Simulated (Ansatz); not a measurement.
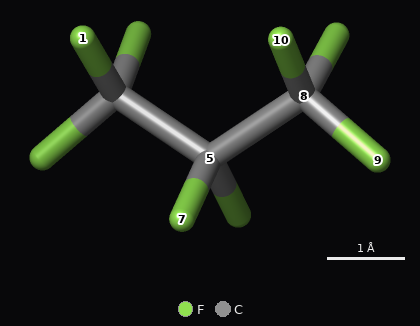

Figure 1. The structure as given in the input (stick view, seen at a tilt; atoms are numbered from 1 in the order of the input). Bond lengths as drawn: C–C 1.55 Å and C–F 1.33 to 1.34 Å.

Molecular dynamics, with input and output: C$_{3}$F$_{8}$ (part 1 of 2)

- system: C$_{3}$F$_{8}$, SMILES FC(F)(F)C(F)(F)C(F)(F)F
- method: RKS r2SCAN-d3bj/def2-SVP (Ansatz 0.2.0)

The geometry comes from this level: PBE0-D4/def2-TZVP. Figures and captions count atoms from 1; the log counts them from 0 in places.

Input
```yaml
crystal:
  periodic: [false, false, false]
  atoms:
    - {symbol: F, position_ang: [0.701469, -1.129037, -1.529187]}
    - {symbol: C, position_ang: [-0.365004, -0.407565, -1.215070]}
    - {symbol: F, position_ang: [-1.352911, -1.221848, -0.872255]}
    - {symbol: F, position_ang: [-0.736382, 0.292736, -2.277483]}
    - {symbol: C, position_ang: [-0.040278, 0.576642, -0.060670]}
    - {symbol: F, position_ang: [-1.139224, 1.297213, 0.188681]}
    - {symbol: F, position_ang: [0.936843, 1.390667, -0.475029]}
    - {symbol: C, position_ang: [0.414653, -0.078465, 1.269977]}
    - {symbol: F, position_ang: [0.653876, 0.879624, 2.154228]}
    - {symbol: F, position_ang: [1.523406, -0.782009, 1.090424]}
    - {symbol: F, position_ang: [-0.531047, -0.875058, 1.747083]}
basis:
  gaussian: {orbitals: def2-SVP}
hamiltonian: {xc: {name: r2SCAN}, dispersion: d3bj}
md: {timestep: 1 fs, n_steps: 30, ensemble: nve, temperature: 500, initial_velocities: maxwell_boltzmann, seed: 210}
```

Machine: 2 CPU threads, shared host.

Run as:
```bash
ansatz run in.yaml --threads 2 --pin off --events-out ev --progress --plain --max-ram 22528MiB --backend cpu
```

Log
```
Warning: the engine holds no damping parameters fitted to this dispersion correction and functional, so the run takes those fitted to r2scan beside the three-body term, which d3bj leaves out (hamiltonian.dispersion, under Limitations)
Functional definition: r2SCAN
  name "r2SCAN"
  cite "Furness, Kaplan, Ning, Perdew & Sun, J. Phys. Chem. Lett. 11, 8208 (2020) doi:10.1021/acs.jpclett.0c02405"
  cite "Furness, Kaplan, Ning, Perdew & Sun, J. Phys. Chem. Lett. 11, 9248 (2020) doi:10.1021/acs.jpclett.0c03077"
  parent r2scan
  parameter k0 = 0.174
  parameter k1 = 0.065
  parameter a1 = 4.9479
  exchange = r2scan_x(k0 = k0, k1 = k1, a1 = a1)
  correlation = r2scan_c
1658 factors; their error is unknown
mean field evaluation 1: about -24812.7807 eV, gradient 5.2e1 eV
mean field evaluation 2: about -24807.0691 eV, gradient 8.1e1 eV
mean field evaluation 4: about -24816.4081 eV, gradient 1.9e0 eV
mean field evaluation 8: about -24816.4235 eV, gradient 6.5e-2 eV
mean field evaluation 16: about -24816.2915 eV, gradient 4.2e-5 eV
mean field -24816.29146205 eV, -911.9818901437 hartree, gradient 4.2e-5 eV, S^2 0.000000; 0 other end points of the search recorded, 0 dependent functions left out
the calculation of the forces begins
reference -24816.29146553 eV, -911.9818902716 hartree; 45, 45 occupied and 109, 109 virtual orbitals, 1658 factors
md step     0: t =     0.00 fs  T =   500.0 K  F+E_penalty+E_count = -24816.35290217 eV  E_kin = 0.581670 eV  conserved = -24815.77123218 eV  (27 SCF iters)
these checks for a lower state are left out or cut short: starts, cluster_reference, orbital_swaps, neighbouring_geometries, increment
1658 factors; their error is unknown
mean field -24816.28830622 eV, -911.9817741691 hartree, gradient 1.7e-5 eV, S^2 0.000000; 0 other end points of the search recorded, 0 dependent functions left out
the calculation of the forces begins
reference -24816.28830969 eV, -911.9817742966 hartree; 45, 45 occupied and 109, 109 virtual orbitals, 1658 factors
md step     1: t =     1.00 fs  T =   497.4 K  F+E_penalty+E_count = -24816.34976903 eV  E_kin = 0.578612 eV  conserved = -24815.77115713 eV  (30 SCF iters)
[... from here on the SCF iterations and repeated set-up lines of each step are left out, up to the last step ...]
md step     2: t =     2.00 fs  T =   471.9 K  F+E_penalty+E_count = -24816.31977287 eV  E_kin = 0.549036 eV  conserved = -24815.77073713 eV  (30 SCF iters)
md step     3: t =     3.00 fs  T =   429.1 K  F+E_penalty+E_count = -24816.26933030 eV  E_kin = 0.499243 eV  conserved = -24815.77008711 eV  (30 SCF iters)
md step     4: t =     4.00 fs  T =   377.5 K  F+E_penalty+E_count = -24816.20855420 eV  E_kin = 0.439196 eV  conserved = -24815.76935847 eV  (30 SCF iters)
md step     5: t =     5.00 fs  T =   326.8 K  F+E_penalty+E_count = -24816.14885754 eV  E_kin = 0.380147 eV  conserved = -24815.76871011 eV  (30 SCF iters)
md step     6: t =     6.00 fs  T =   285.6 K  F+E_penalty+E_count = -24816.10046363 eV  E_kin = 0.332195 eV  conserved = -24815.76826898 eV  (30 SCF iters)
md step     7: t =     7.00 fs  T =   259.8 K  F+E_penalty+E_count = -24816.07034546 eV  E_kin = 0.302229 eV  conserved = -24815.76811656 eV  (30 SCF iters)
md step     8: t =     8.00 fs  T =   251.6 K  F+E_penalty+E_count = -24816.06092031 eV  E_kin = 0.292646 eV  conserved = -24815.76827386 eV  (30 SCF iters)
md step     9: t =     9.00 fs  T =   258.7 K  F+E_penalty+E_count = -24816.06970941 eV  E_kin = 0.301010 eV  conserved = -24815.76869911 eV  (30 SCF iters)
md step    10: t =    10.00 fs  T =   275.7 K  F+E_penalty+E_count = -24816.08999643 eV  E_kin = 0.320699 eV  conserved = -24815.76929729 eV  (30 SCF iters)
md step    11: t =    11.00 fs  T =   294.3 K  F+E_penalty+E_count = -24816.11235463 eV  E_kin = 0.342419 eV  conserved = -24815.76993553 eV  (30 SCF iters)
md step    12: t =    12.00 fs  T =   306.3 K  F+E_penalty+E_count = -24816.12677559 eV  E_kin = 0.356311 eV  conserved = -24815.77046473 eV  (30 SCF iters)
md step    13: t =    13.00 fs  T =   304.5 K  F+E_penalty+E_count = -24816.12501613 eV  E_kin = 0.354263 eV  conserved = -24815.77075342 eV  (30 SCF iters)
md step    14: t =    14.00 fs  T =   285.4 K  F+E_penalty+E_count = -24816.10267752 eV  E_kin = 0.331962 eV  conserved = -24815.77071575 eV  (29 SCF iters)
md step    15: t =    15.00 fs  T =   249.4 K  F+E_penalty+E_count = -24816.06053438 eV  E_kin = 0.290195 eV  conserved = -24815.77033976 eV  (30 SCF iters)
md step    16: t =    16.00 fs  T =   202.0 K  F+E_penalty+E_count = -24816.00469348 eV  E_kin = 0.234996 eV  conserved = -24815.76969750 eV  (30 SCF iters)
md step    17: t =    17.00 fs  T =   151.7 K  F+E_penalty+E_count = -24815.94540308 eV  E_kin = 0.176462 eV  conserved = -24815.76894074 eV  (30 SCF iters)
md step    18: t =    18.00 fs  T =   108.6 K  F+E_penalty+E_count = -24815.89462514 eV  E_kin = 0.126353 eV  conserved = -24815.76827212 eV  (30 SCF iters)
md step    19: t =    19.00 fs  T =    81.7 K  F+E_penalty+E_count = -24815.86288851 eV  E_kin = 0.095008 eV  conserved = -24815.76788006 eV  (31 SCF iters)
md step    20: t =    20.00 fs  T =    76.1 K  F+E_penalty+E_count = -24815.85635029 eV  E_kin = 0.088473 eV  conserved = -24815.76787731 eV  (31 SCF iters)
md step    21: t =    21.00 fs  T =    91.8 K  F+E_penalty+E_count = -24815.87503304 eV  E_kin = 0.106767 eV  conserved = -24815.76826651 eV  (30 SCF iters)
md step    22: t =    22.00 fs  T =   123.7 K  F+E_penalty+E_count = -24815.91284634 eV  E_kin = 0.143920 eV  conserved = -24815.76892609 eV  (30 SCF iters)
md step    23: t =    23.00 fs  T =   163.1 K  F+E_penalty+E_count = -24815.95944075 eV  E_kin = 0.189778 eV  conserved = -24815.76966275 eV  (30 SCF iters)
md step    24: t =    24.00 fs  T =   200.2 K  F+E_penalty+E_count = -24816.00320940 eV  E_kin = 0.232935 eV  conserved = -24815.77027401 eV  (30 SCF iters)
md step    25: t =    25.00 fs  T =   226.8 K  F+E_penalty+E_count = -24816.03444765 eV  E_kin = 0.263837 eV  conserved = -24815.77061017 eV  (30 SCF iters)
md step    26: t =    26.00 fs  T =   238.2 K  F+E_penalty+E_count = -24816.04771452 eV  E_kin = 0.277102 eV  conserved = -24815.77061292 eV  (30 SCF iters)
md step    27: t =    27.00 fs  T =   234.2 K  F+E_penalty+E_count = -24816.04279531 eV  E_kin = 0.272477 eV  conserved = -24815.77031877 eV  (30 SCF iters)
md step    28: t =    28.00 fs  T =   218.6 K  F+E_penalty+E_count = -24816.02416460 eV  E_kin = 0.254327 eV  conserved = -24815.76983800 eV  (30 SCF iters)
md step    29: t =    29.00 fs  T =   197.7 K  F+E_penalty+E_count = -24815.99928873 eV  E_kin = 0.229975 eV  conserved = -24815.76931334 eV  (30 SCF iters)
these checks for a lower state are left out or cut short: starts, cluster_reference, orbital_swaps, neighbouring_geometries, increment
1658 factors; their error is unknown
mean field -24815.91452007 eV, -911.9680377817 hartree, gradient 1.4e-5 eV, S^2 0.000000; 0 other end points of the search recorded, 0 dependent functions left out
the calculation of the forces begins
reference -24815.91452349 eV, -911.9680379072 hartree; 45, 45 occupied and 109, 109 virtual orbitals, 1658 factors
1658 factors; their error is unknown
mean field evaluation 256: about -24816.0351 eV, gradient 1.6e-1 eV
mean field -24815.91452007 eV, -911.9680377817 hartree, gradient 1.7e-5 eV, S^2 0.000000; 1 other end points of the search recorded, 0 dependent functions left out
the calculation of the forces begins
reference -24815.91452349 eV, -911.9680379072 hartree; 45, 45 occupied and 109, 109 virtual orbitals, 1658 factors
md step    30: t =    30.00 fs  T =   178.4 K  F+E_penalty+E_count = -24815.97639959 eV  E_kin = 0.207524 eV  conserved = -24815.76887556 eV  (30 SCF iters)
```

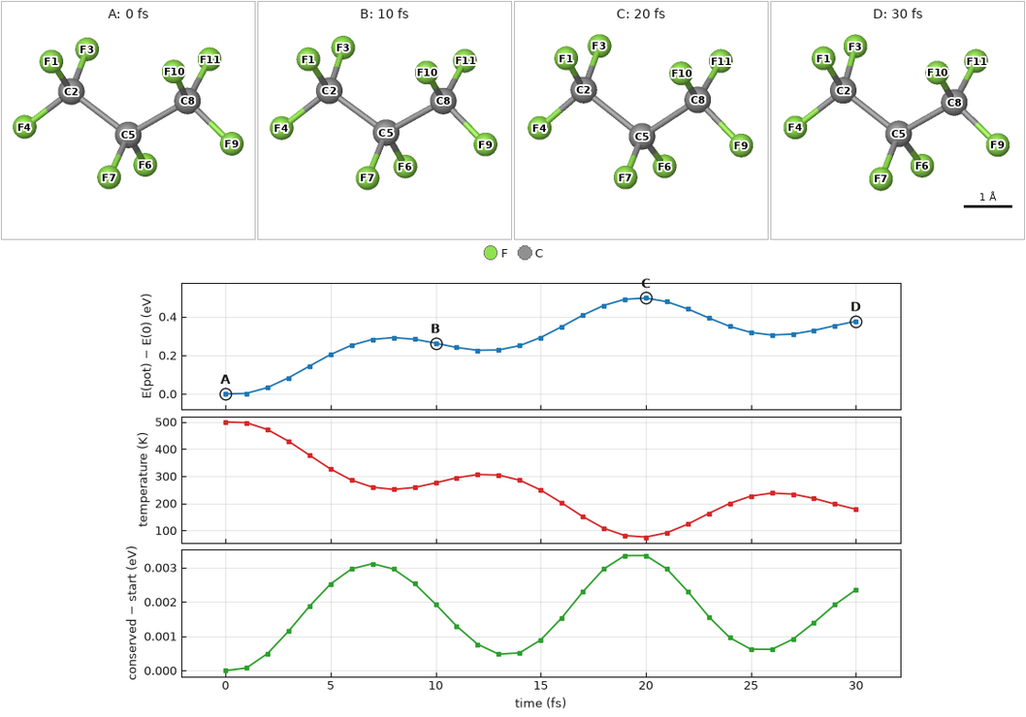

Figure 2. Frames of the molecular dynamics (ball-and-stick, seen at a tilt) above the curves, on which the letters mark them. The trajectory kept here has 31 frames over 30 fs. The temperature starts at 500 K, ranges from 76 to 500 K and averages 171 K over the second half. The potential energy ends 0.377 eV above its first value. The conserved quantity stays within 0.0034 eV. After an unweighted best fit of the last frame on the first, the root-mean-square displacement is 0.09 Å, and F6 has moved furthest (0.16 Å).

```
Total energy: -24815.97640300 eV, -911.9703119374 hartree
Atom 0 at     0.711610    -1.199200    -1.464501 Å, force    -0.444995     0.946147     0.384685 eV/Å
Atom 1 at    -0.371385    -0.430070    -1.163396 Å, force     0.714623    -0.590398    -1.884027 eV/Å
Atom 2 at    -1.340989    -1.289958    -0.895077 Å, force    -0.424577     0.551802     0.286413 eV/Å
Atom 3 at    -0.662476     0.297737    -2.252572 Å, force    -0.255224    -0.330228     0.268391 eV/Å
Atom 4 at    -0.070073     0.557137    -0.044639 Å, force     0.338882     2.669980    -0.124026 eV/Å
Atom 5 at    -1.134102     1.324871     0.341506 Å, force     0.022111    -0.570244    -1.205874 eV/Å
Atom 6 at     0.943240     1.426871    -0.427772 Å, force    -1.164337    -1.132181    -0.228881 eV/Å
Atom 7 at     0.372981    -0.046491     1.208293 Å, force     1.891174    -1.405688     1.151745 eV/Å
Atom 8 at     0.665371     0.901619     2.079200 Å, force    -0.037238    -0.018012     0.432264 eV/Å
Atom 9 at     1.503994    -0.765753     0.963205 Å, force    -0.697514     0.154555     0.547975 eV/Å
Atom 10 at    -0.581400    -0.837555     1.678666 Å, force     0.057095    -0.275732     0.371336 eV/Å
Dipole moment:    -0.101137    -0.038103     0.021210 e Å
```

Trajectory as extended XYZ (Å, eV, eV/Å), 19 of the 31 frames kept, from step=0 to step=30
```
11
Properties=species:S:1:pos:R:3:forces:R:3 step=0 time_fs=0.0 energy=-24816.35290 temperature=500.0
F     0.7015   -1.1290   -1.5292    0.3055  -0.1573   0.0027
C    -0.3650   -0.4076   -1.2151    0.0488   0.2478   0.1871
F    -1.3529   -1.2218   -0.8723   -0.2336  -0.1816   0.1751
F    -0.7364    0.2927   -2.2775   -0.0825   0.2069  -0.2289
C    -0.0403    0.5766   -0.0607    0.0373  -0.4691   0.0504
F    -1.1392    1.2972    0.1887   -0.2926   0.1253   0.0752
F     0.9368    1.3907   -0.4750    0.2705   0.1509  -0.1049
C     0.4147   -0.0785    1.2700   -0.0835   0.1920  -0.2344
F     0.6539    0.8796    2.1542    0.0454   0.2610   0.1787
F     1.5234   -0.7820    1.0904    0.2620  -0.1757  -0.1366
F    -0.5310   -0.8751    1.7471   -0.2774  -0.2001   0.0357
11
Properties=species:S:1:pos:R:3:forces:R:3 step=2 time_fs=2.0 energy=-24816.31977 temperature=471.9
F     0.7048   -1.1415   -1.5271   -0.1091   0.2379   0.2218
C    -0.3707   -0.4090   -1.1989    0.5464  -0.0773  -0.9254
F    -1.3476   -1.2290   -0.8749   -0.4961  -0.2442   0.2734
F    -0.7311    0.2975   -2.2784    0.0171  -0.0303   0.3357
C    -0.0443    0.5531   -0.0512    0.1788   1.1732  -0.2316
F    -1.1337    1.3068    0.2038   -0.1693  -0.2827  -0.0255
F     0.9342    1.3980   -0.4673   -0.1131  -0.5038   0.0479
C     0.4011   -0.0731    1.2694    0.8737  -0.4556  -0.3810
F     0.6511    0.8798    2.1399    0.0518   0.4357   0.4134
F     1.5347   -0.7805    1.0745   -0.4833   0.1292   0.0775
F    -0.5418   -0.8664    1.7401   -0.2968  -0.3820   0.1937
11
Properties=species:S:1:pos:R:3:forces:R:3 step=3 time_fs=3.0 energy=-24816.26933 temperature=429.1
F     0.7065   -1.1476   -1.5260   -0.2807   0.4095   0.3131
C    -0.3730   -0.4098   -1.1917    0.7387  -0.2324  -1.4077
F    -1.3453   -1.2327   -0.8760   -0.6011  -0.2596   0.3089
F    -0.7284    0.2999   -2.2787    0.0575  -0.1371   0.5791
C    -0.0462    0.5424   -0.0467    0.2193   1.9116  -0.3738
F    -1.1311    1.3114    0.2114   -0.1167  -0.4719  -0.0743
F     0.9329    1.4014   -0.4634   -0.2581  -0.7781   0.1027
C     0.3952   -0.0709    1.2687    1.2561  -0.7313  -0.4055
F     0.6498    0.8803    2.1330    0.0598   0.5061   0.5193
F     1.5401   -0.7797    1.0666   -0.7862   0.2415   0.1753
F    -0.5473   -0.8623    1.7367   -0.2887  -0.4583   0.2628
11
Properties=species:S:1:pos:R:3:forces:R:3 step=5 time_fs=5.0 energy=-24816.14886 temperature=326.8
F     0.7093   -1.1591   -1.5231   -0.5259   0.6757   0.4363
C    -0.3756   -0.4120   -1.1811    0.9728  -0.4608  -2.0766
F    -1.3416   -1.2406   -0.8777   -0.7297  -0.2441   0.3391
F    -0.7230    0.3044   -2.2783    0.1136  -0.3169   0.9312
C    -0.0493    0.5262   -0.0387    0.2499   3.0088  -0.6509
F    -1.1260    1.3198    0.2263   -0.0556  -0.7771  -0.1633
F     0.9297    1.4069   -0.4554   -0.4290  -1.1637   0.1546
C     0.3867   -0.0684    1.2663    1.7594  -1.1159  -0.3830
F     0.6472    0.8819    2.1201    0.0911   0.5864   0.6979
F     1.5495   -0.7777    1.0511   -1.2351   0.3772   0.3504
F    -0.5589   -0.8550    1.7304   -0.2114  -0.5697   0.3643
```
